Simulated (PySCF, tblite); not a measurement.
# C4H8O4Si: geometry, infrared bands and NMR shifts

Aim: predict the infrared bands and NMR shifts of C4H8O4Si (`CCOC(=O)C(=O)O[SiH3]`).

The runs use tblite 0.8.0 and PySCF 2.14.0, with density-fitted response routines of our own; the level of theory stands in each step. All values are computed, except where a source is named. Atoms count from 0, in the outputs and in this text.

### Step 1. Starting geometry

17 atoms, charge 0, multiplicity 1; geometry from: force field or distance geometry start.

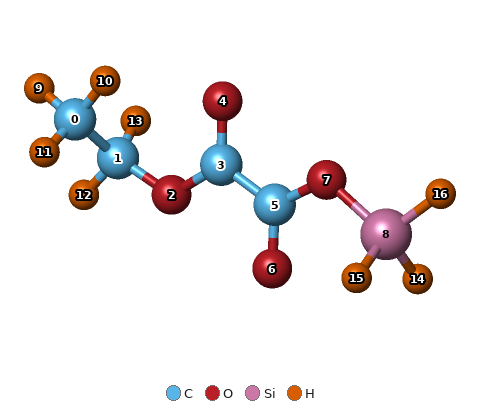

As it starts; carbon blue, oxygen red, silicon pink, hydrogen orange, atoms numbered.

### Step 2. Geometry optimisation with GFN2-xTB

Job settings and geometry (Å):

```
{"job": {"kind": "relax", "xc": "GFN2-xTB", "basis": "xTB"}, "charge": 0, "multiplicity": 1}
C     -3.074900     0.169700    -0.438800
C     -2.374200    -0.535200     0.685200
O     -1.004800    -0.175600     0.796300
C     -0.083900    -0.343000    -0.220700
O     -0.424300    -0.878100    -1.307700
C      1.303200     0.050500    -0.054300
O      1.614200     0.576500     1.059200
O      2.290800    -0.086600    -0.989800
Si     3.897400     0.436600    -0.641000
H     -4.098100    -0.292100    -0.489700
H     -2.618100    -0.064200    -1.427800
H     -3.200600     1.240400    -0.264400
H     -2.904400    -0.266500     1.641000
H     -2.534200    -1.614600     0.523800
H      4.434300    -0.113100     0.598500
H      3.986700     1.905300    -0.542100
H      4.783900     0.002200    -1.729300
```

The run is started by

```
$ OMP_NUM_THREADS=1 python probes_run.py task.json out
```

One launch serves the whole session: the jobs run in the order shown.

The program printed:

```text
step      E/eV     max force
  0    -834.26369    6.077
  1    -834.61718    5.653
  2    -834.90071    1.492
  3    -834.96356    0.890
  4    -835.10281    0.962
  5    -835.13959    1.208
  6    -835.18378    0.792
  7    -835.22814    0.799
  8    -835.30065    0.723
  9    -835.32755    0.475
 10    -835.34277    0.322
 11    -835.35195    0.311
 12    -835.36278    0.314
 13    -835.36977    0.198
 14    -835.37403    0.171
 15    -835.37678    0.159
 16    -835.37914    0.142
 17    -835.38129    0.105
 18    -835.38346    0.121
 19    -835.38578    0.131
 20    -835.38825    0.127
 21    -835.39077    0.133
 22    -835.39333    0.132
 23    -835.39582    0.135
 24    -835.39784    0.125
 25    -835.39924    0.081
 26    -835.40034    0.079
 27    -835.40150    0.103
 28    -835.40296    0.101
 29    -835.40469    0.095
 30    -835.40655    0.104
 31    -835.40844    0.112
 32    -835.41016    0.123
 33    -835.41145    0.081
 34    -835.41226    0.066
 35    -835.41279    0.056
 36    -835.41327    0.064
 37    -835.41380    0.057
 38    -835.41439    0.068
 39    -835.41505    0.068
 40    -835.41581    0.071
 41    -835.41660    0.071
 42    -835.41732    0.058
 43    -835.41789    0.073
 44    -835.41839    0.065
 45    -835.41887    0.053
 46    -835.41931    0.053
 47    -835.41964    0.044
 48    -835.41989    0.047
 49    -835.42011    0.040
 50    -835.42030    0.039
 51    -835.42046    0.028
 52    -835.42057    0.027
 53    -835.42067    0.025
 54    -835.42077    0.024
 55    -835.42088    0.026
 56    -835.42099    0.033
 57    -835.42109    0.028
 58    -835.42117    0.023
 59    -835.42123    0.018
 60    -835.42129    0.021
 61    -835.42135    0.025
 62    -835.42143    0.034
 63    -835.42153    0.044
 64    -835.42165    0.045
 65    -835.42180    0.038
 66    -835.42196    0.045
 67    -835.42213    0.050
 68    -835.42233    0.043
 69    -835.42253    0.040
 70    -835.42270    0.030
 71    -835.42278    0.022
 72    -835.42281    0.014
 73    -835.42283    0.011
 74    -835.42285    0.010
 75    -835.42286    0.012
 76    -835.42288    0.013
 77    -835.42289    0.011
 78    -835.42290    0.007
```

Wall time 0.87 s (1 thread of Arm Neoverse N1, shared host); peak memory 0.18 GiB.

Along the way: (not every step is listed)

```tsv
step	energy from step 0 (eV)	largest force (eV/Å)
0	0.0000	6.0770
1	-0.3535	5.6530
2	-0.6370	1.4921
3	-0.6999	0.8904
4	-0.8391	0.9620
5	-0.8759	1.2078
6	-0.9201	0.7923
7	-0.9645	0.7993
8	-1.0370	0.7232
14	-1.1103	0.1709
20	-1.1246	0.1271
26	-1.1367	0.0787
32	-1.1465	0.1227
38	-1.1507	0.0682
44	-1.1547	0.0645
50	-1.1566	0.0388
56	-1.1573	0.0328
62	-1.1577	0.0339
68	-1.1586	0.0434
73	-1.1591	0.0107
74	-1.1592	0.0103
75	-1.1592	0.0121
76	-1.1592	0.0135
77	-1.1592	0.0108
78	-1.1592	0.0071
```

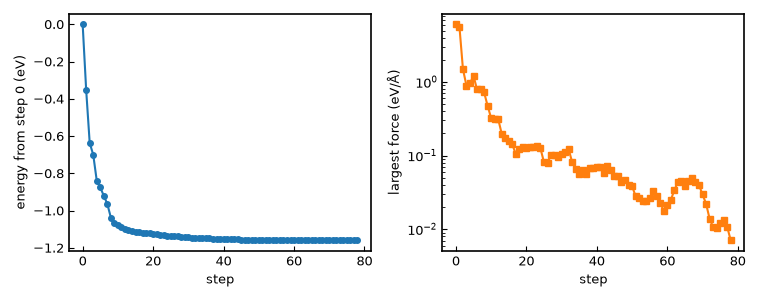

Energy and largest force along the relaxation.

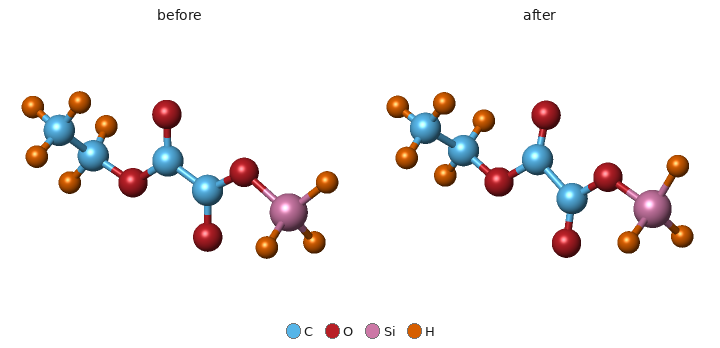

Before and after, at one scale.

Distances of close pairs at the start and the end, largest changes first:

```tsv
bond	before (Å)	after (Å)	change (Å)
C3–C5	1.451	1.542	+0.091
C5–O6	1.270	1.201	-0.069
O2–C3	1.382	1.320	-0.062
C5–O7	1.367	1.307	-0.060
C3–O4	1.258	1.203	-0.056
O7–Si8	1.725	1.671	-0.054
C0–H9	1.124	1.086	-0.038
C1–H12	1.126	1.091	-0.034
```

The final coordinates are the input of the step that follows.

### Step 3. Harmonic vibrations with GFN2-xTB

Job settings and geometry (Å):

```
{"job": {"kind": "ir", "xc": "GFN2-xTB", "basis": "xTB"}, "charge": 0, "multiplicity": 1}
C     -3.068403     0.219618    -0.488376
C     -2.291365    -0.566062     0.557545
O     -0.965352    -0.048443     0.721386
C     -0.048174    -0.450602    -0.138590
O     -0.216653    -1.220876    -1.046507
C      1.316312     0.190515     0.187449
O      1.519231     0.854963     1.166687
O      2.213140    -0.086349    -0.722771
Si     3.803545     0.422371    -0.648245
H     -4.086902    -0.154562    -0.538357
H     -2.603318     0.104602    -1.464321
H     -3.088705     1.274636    -0.227022
H     -2.750541    -0.473094     1.543368
H     -2.224444    -1.620341     0.269399
H      4.421496    -0.195334     0.519438
H      3.823525     1.878021    -0.566979
H      4.239608    -0.117034    -1.925673
```

The program printed:

```text
mode    cm-1     km/mol
  1     -16.3      4.37
  2      50.7      1.64
  3      67.6      0.28
  4      74.5      2.79
  5      96.7      0.97
  6     118.8      0.02
  7     164.9      2.86
  8     214.7      5.86
  9     285.4     16.04
 10     303.3      4.75
 11     408.0      9.23
 12     482.9     13.97
 13     519.8     17.05
 14     601.2     47.87
 15     614.2    103.32
 16     720.7      3.64
 17     736.9    205.27
 18     758.0    290.83
 19     768.2     13.58
 20     772.8    179.16
 21     796.1    251.07
 22     816.8     11.33
 23     887.1      2.48
 24     922.8     10.02
 25    1059.6     14.70
 26    1098.1      9.78
 27    1147.5    119.93
 28    1187.0    416.24
 29    1249.7    174.03
 30    1260.8     16.94
 31    1319.6      1.75
 32    1398.3      8.36
 33    1434.6      1.70
 34    1477.5      7.38
 35    1487.0      4.82
 36    1763.5     67.23
 37    1773.0    640.49
 38    2304.4    314.55
 39    2317.0    124.38
 40    2357.8    206.98
 41    2945.4     14.67
 42    2987.3     12.07
 43    3049.5     16.59
 44    3051.1     12.43
 45    3055.4     22.18
```

Run time: 0.98 s. Hardware: 1 thread of Arm Neoverse N1, shared host; peak memory 0.18 GiB.

The strongest bands and the atoms that carry them (share of the mass-weighted mode):

```tsv
cm⁻¹	km/mol	atoms
737	205.3	H16 59 %, H14 20 %, H15 16 %
758	290.8	O7 47 %, Si8 16 %
773	179.2	H15 45 %, H14 41 %
796	251.1	H14 33 %, H15 33 %, H16 24 %
1187	416.2	C3 28 %, O2 27 %
1773	640.5	C3 50 %, O4 29 %, C5 12 %
2304	314.6	H14 62 %, H15 34 %
2358	207.0	H16 97 %
```

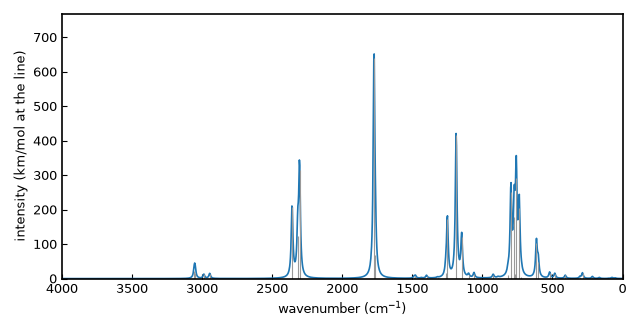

The infrared spectrum from these modes, unscaled. Lines are broadened to a width of 14 cm⁻¹ (Lorentzian).

### Step 4. NMR shieldings: PBE0/pcSseg-1

Settings changed since step 3:

```diff
@@ -1,2 +1,2 @@
-{"job": {"kind": "ir", "xc": "GFN2-xTB", "basis": "xTB"}, "charge": 0, "multiplicity": 1}
+{"job": {"kind": "nmr", "xc": "PBE0", "basis": "pcSseg-1"}, "charge": 0, "multiplicity": 1}
 C     -3.068403     0.219618    -0.488376
```

With the program's defaults for keys left out, this is: GIAO PBE0/pcSseg-1 NMR shielding, non-relativistic, gas phase.

The program printed:

```text
coarse grid: 15272 points
cycle   1  E = -746.5969367013  dE =  1.593e+00  |g| = 1.273e+00  |ddm| = 3.747e+00
cycle   2  E = -745.8532300336  dE =  7.437e-01  |g| = 2.405e+00  |ddm| = 2.493e+00
cycle   3  E = -746.8719032866  dE = -1.019e+00  |g| = 3.476e-01  |ddm| = 1.810e+00
cycle   4  E = -746.8910361743  dE = -1.913e-02  |g| = 1.407e-01  |ddm| = 3.019e-01
cycle   5  E = -746.8942610998  dE = -3.225e-03  |g| = 2.841e-02  |ddm| = 8.691e-02
cycle   6  E = -746.8944225369  dE = -1.614e-04  |g| = 8.760e-03  |ddm| = 2.478e-02
cycle   7  E = -746.8944333374  dE = -1.080e-05  |g| = 4.695e-03  |ddm| = 7.710e-03
cycle   8  E = -746.8944372643  dE = -3.927e-06  |g| = 9.644e-04  |ddm| = 3.362e-03
final grid: 144568 points
cycle   9  E = -746.9885860695  dE = -1.438e-05  |g| = 1.559e-02  |ddm| = 2.520e-02
cycle  10  E = -746.9885191120  dE =  6.696e-05  |g| = 2.499e-02  |ddm| = 2.386e-02
cycle  11  E = -746.9886265590  dE = -1.074e-04  |g| = 3.185e-03  |ddm| = 1.545e-02
cycle  12  E = -746.9886284274  dE = -1.868e-06  |g| = 4.589e-04  |ddm| = 2.091e-03
cycle  13  E = -746.9886284610  dE = -3.355e-08  |g| = 1.561e-04  |ddm| = 3.588e-04
cycle  14  E = -746.9886284663  dE = -5.349e-09  |g| = 3.115e-05  |ddm| = 1.320e-04
cycle  15  E = -746.9886284664  dE = -7.640e-11  |g| = 2.482e-05  |ddm| = 3.500e-05
converged SCF energy = -746.9886284664

GIAO shielding tensors (ppm)
atom      isotropic    diamagn.    paramagn.     s11        s22        s33       span
  0 C      170.878     248.353     -77.475    150.912    175.421    186.301     35.389
  1 C      121.656     243.654    -121.998     81.518    117.373    166.077     84.559
  2 O      115.154     403.682    -288.528    -59.984    161.108    244.338    304.321
  3 C       22.926     253.633    -230.708    -79.799     66.035     82.541    162.340
  4 O     -100.407     403.486    -503.894   -349.263   -278.097    326.138    675.401
  5 C       23.836     252.468    -228.631    -76.697     69.132     79.074    155.771
  6 O     -116.822     402.994    -519.816   -346.908   -299.744    296.187    643.095
  7 O      154.091     397.893    -243.802      1.903    212.578    247.791    245.889
  8 Si     385.376     879.190    -493.815    356.818    358.236    441.072     84.254
  9 H       30.740      26.630       4.110     26.817     27.428     37.976     11.159
 10 H       29.906      30.769      -0.863     25.155     30.144     34.420      9.264
 11 H       30.383      29.798       0.585     26.560     28.496     36.093      9.533
 12 H       27.544      29.101      -1.558     22.357     27.567     32.708     10.350
 13 H       26.723      30.081      -3.359     23.006     26.724     30.438      7.431
 14 H       26.701      28.004      -1.303     23.478     25.097     31.527      8.050
 15 H       26.629      28.415      -1.786     23.416     25.237     31.234      7.818
 16 H       26.965      28.495      -1.530     23.251     25.935     31.710      8.459
```

It took 57 s on 1 thread of Arm Neoverse N1, shared host; peak memory 0.87 GiB.

Shifts follow as δ = σ(reference) − σ, with reference shieldings (ppm) from runs at the same level and on the same kind of geometry: 1H TMS 31.72, 13C TMS 186.9, 29Si TMS 349.2, 17O H2O 336.1. The references are single molecules in the gas phase, so shifts against H2O, NH3, PH3, H3PO4 or CFCl3 are not on the usual liquid scales and can be off by tens of ppm. Atoms listed in one row are averaged.

```tsv
atoms	environment	σ (ppm)	δ (ppm)	δ scaled to CDCl3
C3	ester carbonyl carbon	22.9	164.0	158.1
C5	carbonyl carbon	23.8	163.1	157.3
C1	sp3 CH2 bonded to O	121.7	65.3	61.8
C0	methyl carbon	170.9	16.0	13.7
H14, H15, H16	hydrogen on a silicon bonded to O	26.77	4.95	–
H12, H13	hydrogen on an sp3 CH2 bonded to O	27.13	4.58	4.43
H9, H10, H11	hydrogen on a methyl carbon	30.34	1.37	1.40
O6	carbonyl oxygen	-116.8	452.9	–
O4	ester carbonyl oxygen	-100.4	436.5	–
O2	ester alkoxy oxygen	115.2	220.9	–
O7	oxygen bonded to C, Si	154.1	182.0	–
Si8	silicon bonded to O, 3 H	385.4	-36.2	–
```

The scaled column applies a straight-line fit of computed shieldings to shifts measured in CDCl3 (root-mean-square error 0.16 ppm for H, 1.9 ppm for C).

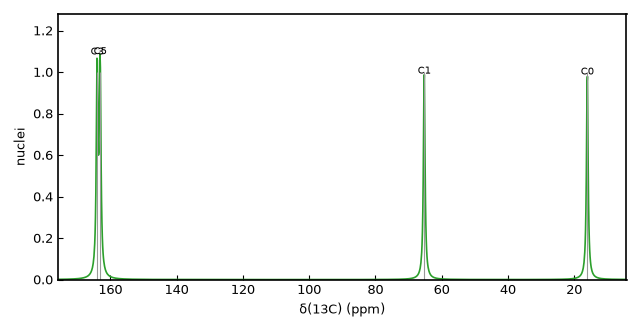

13C lines at the computed shifts, without couplings. Lines are broadened to a width of 0.59 ppm (Lorentzian).

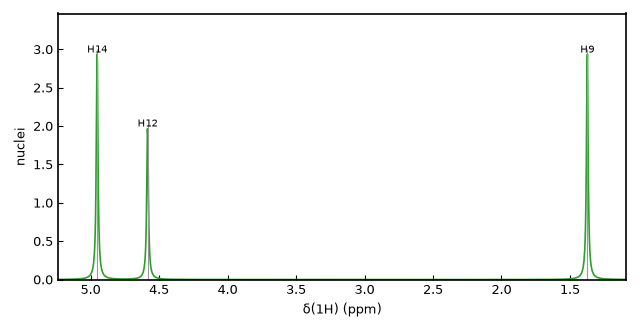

1H lines at the computed shifts, without couplings. Lines are broadened to a width of 0.01 ppm (Lorentzian).

Charges from the same density, by scheme (e):

```tsv
atoms	Mulliken	IAO	Hirshfeld	ESP fit
C0	-0.31	-0.43	-0.12	-0.37
C1	0.01	-0.06	0.02	0.35
O2	-0.44	-0.31	-0.09	-0.47
C3	0.48	0.47	0.20	0.55
O4	-0.38	-0.44	-0.24	-0.48
C5	0.50	0.48	0.20	0.74
O6	-0.37	-0.42	-0.24	-0.52
O7	-0.56	-0.55	-0.18	-0.51
Si8	0.68	0.86	0.40	0.58
```

IAO charges:

C0 -0.43; C1 -0.06; O2 -0.31; C3 0.47; O4 -0.44; C5 0.48; O6 -0.42; O7 -0.55; Si8 0.86; H9 0.15; H10 0.16; H11 0.15; H12 0.16; H13 0.15; H14 -0.12; H15 -0.12; H16 -0.12

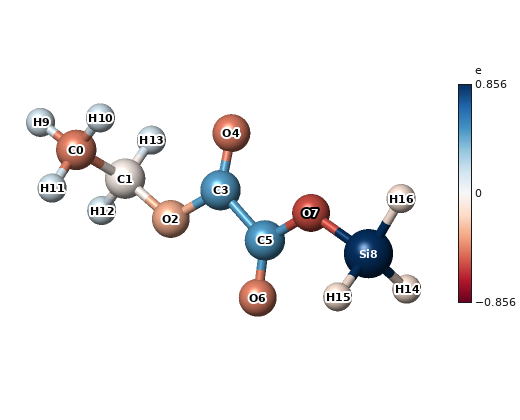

IAO charges, as colours on the atoms.

Mayer bond orders: C0–C1 1.07, C1–O2 0.83, O2–C3 1.15, C3–O4 1.96, C3–C5 0.83, C5–O6 1.97, C5–O7 1.12, O7–Si8 0.81.

### Step 5. Outcome

```
                                                              quantity                           value
                             strongest single infrared mode (GFN2-xTB)           1773 cm⁻¹, 640 km/mol
                                          zero-point energy (GFN2-xTB)                   72.8 kcal/mol
                                13C shifts against TMS (PBE0/pcSseg-1)    164.0, 163.1, 65.3, 16.0 ppm
1H shifts against TMS (PBE0/pcSseg-1, means over atoms taken as alike)            4.95, 4.58, 1.37 ppm
                                17O shifts against H2O (PBE0/pcSseg-1)  452.9, 436.5, 220.9, 182.0 ppm
                               29Si shifts against TMS (PBE0/pcSseg-1)                       -36.2 ppm
```

The optimisation took 78 steps and gained 1.159 eV; among the close pairs (by a distance rule), C3–C5 changed most, from 1.451 to 1.542 Å. The lowest mode is slightly imaginary (16i cm⁻¹), a soft motion within the noise of the Hessian, so the minimum is not strictly shown. The strongest single mode, at 1773 cm⁻¹, moves mainly C3 and O4. Unscaled tight-binding wavenumbers are off by several per cent, some by more. Its intensities can rank the bands wrongly. The most deshielded carbon is C3 (ester carbonyl carbon), at 164.0 ppm: it is a carbonyl in resonance with an O or N lone pair, the region of acids, esters and amides.
